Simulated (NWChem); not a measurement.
**H3NO (hydroxylamine): BP86/aug-pcseg-0**

What is the vertical ionisation energy of H3NO (hydroxylamine) at BP86/aug-pcseg-0? 

The results are computed with NWChem 7.3.0.

**1. The molecule**

H3NO: 5 atoms, total charge 0, spin state singlet. SMILES: `NO`. Geometry: relaxed at PBE0-D4/def2-TZVP. This is one conformer, not always the lowest.

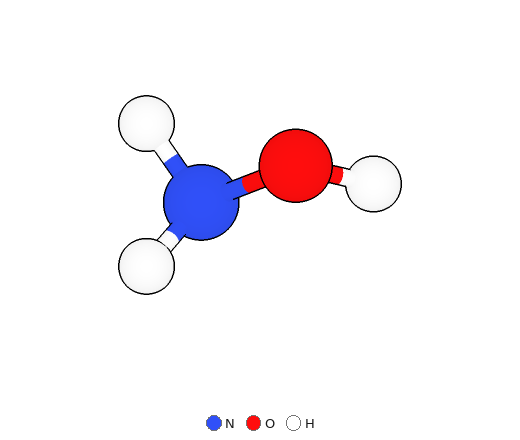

The structure, seen from a chosen angle (nitrogen blue, oxygen red, hydrogen white).

**2. The energy at BP86/aug-pcseg-0**

Contents of h3no.nw:

```
start h3no
title "H3NO BP86"
memory stack 880 mb heap 220 mb global 1100 mb
geometry noautosym nocenter noautoz
   N       -0.165120      -0.361290      -0.321170
   O        0.364460       0.666040       0.508060
   H       -0.162690      -1.190020       0.266770
   H       -1.141650      -0.109840      -0.446210
   H        1.105010       0.995100      -0.007440
end
basis spherical bse
   * library aug-pcseg-0
end
dft
   xc becke88 perdew86
   grid fine
   convergence energy 1e-08
   maxiter 100
   mulliken
   print low
end
task dft energy
```

Launch:

```console
$ nwchem h3no.nw > h3no.out
```

What it wrote:

```text
[...]
 d= 0,ls=0.0,diis     1   -131.3223750659 -1.71D+02  3.78D-02  3.02D-01     0.3
[...]
 d= 0,ls=0.0,diis     8   -131.3589409769 -8.23D-11  2.95D-06  8.41D-09     1.2
         Total DFT energy =     -131.358940976920
      One electron energy =     -257.068357384909
           Coulomb energy =      102.623360030985
    Exchange-Corr. energy =      -16.507612884531
 Nuclear repulsion energy =       39.593669261536
[...]
      Total Density - Mulliken Population Analysis
     ---------------------------------------------
    Atom       Charge   Shell Charges
 -----------   ------   -------------------------------------------------------
    1 N    7     7.86   1.98  0.95  0.77  0.19  1.67  2.05  0.25
    2 O    8     8.39   1.98  1.01  0.90 -0.05  2.03  2.46  0.05
    3 H    1     0.60   0.57  0.03 -0.01
    4 H    1     0.60   0.57  0.03 -0.01
    5 H    1     0.55   0.54  0.01 -0.00
[...]
```

It took 1.8 s on 1 thread of Intel Xeon 6975P-C (Granite Rapids), shared host; peak memory 0.11 GiB.

**3. The doublet cation, same level**

Contents of nw.nw:

```
start nw
title "hydroxylamine"
memory 2200 mb
charge 1
geometry noautosym nocenter noautoz
  N    -0.165120   -0.361290   -0.321170
  O     0.364460    0.666040    0.508060
  H    -0.162690   -1.190020    0.266770
  H    -1.141650   -0.109840   -0.446210
  H     1.105010    0.995100   -0.007440
end
basis spherical bse
  * library aug-pcseg-0
end
dft
  xc becke88 perdew86
  mult 2
  grid fine
  convergence energy 1e-08
  iterations 100
  mulliken
  print low
end
task dft energy
```

Launch:

```console
$ nwchem nw.nw > nw.out
```

What it wrote:

```text
[...]
 d= 0,ls=0.0,diis     1   -130.8005170124 -1.70D+02  3.56D-02  4.31D-01     0.3
[...]
 d= 0,ls=0.0,diis    11   -130.9670541057 -2.64D-09  4.89D-07  3.13D-10     2.5
[...]
         Total DFT energy =     -130.967054105736
      One electron energy =     -250.628588954456
           Coulomb energy =       96.205109486970
    Exchange-Corr. energy =      -16.137243899786
 Nuclear repulsion energy =       39.593669261536
[...]
      Total Density - Mulliken Population Analysis
     ---------------------------------------------
    Atom       Charge   Shell Charges
 -----------   ------   -------------------------------------------------------
    1 N    7     7.53   1.98  0.99  0.73  0.24  1.63  1.84  0.11
    2 O    8     8.06   1.98  1.04  0.87 -0.15  2.01  2.35 -0.04
    3 H    1     0.47   0.53 -0.05 -0.01
    4 H    1     0.47   0.53 -0.05 -0.01
    5 H    1     0.48   0.48 -0.01  0.01
[...]
      <S2> =      0.7516 (Exact =     0.7500)
[...]
```

Wall time 3.3 s (1 thread of Intel Xeon 6975P-C (Granite Rapids), shared host); peak memory 0.11 GiB.

**4. Outcome**

Level: BP86/aug-pcseg-0.

| quantity | value |
| --- | --- |
| singlet H3NO: total energy | -131.35894 Eh |
| doublet cation: total energy | -130.96705 Eh |
| doublet cation: ⟨S²⟩ | 0.752 |
| vertical ionisation energy (to the doublet cation) | 10.664 eV |

**Reading.** Removing an electron at fixed nuclei costs 10.66 eV (1029 kJ/mol). Mulliken charges (singlet H3NO) run from -0.86 on N1 to +0.45 on H5; in a basis this large or diffuse they mean little.
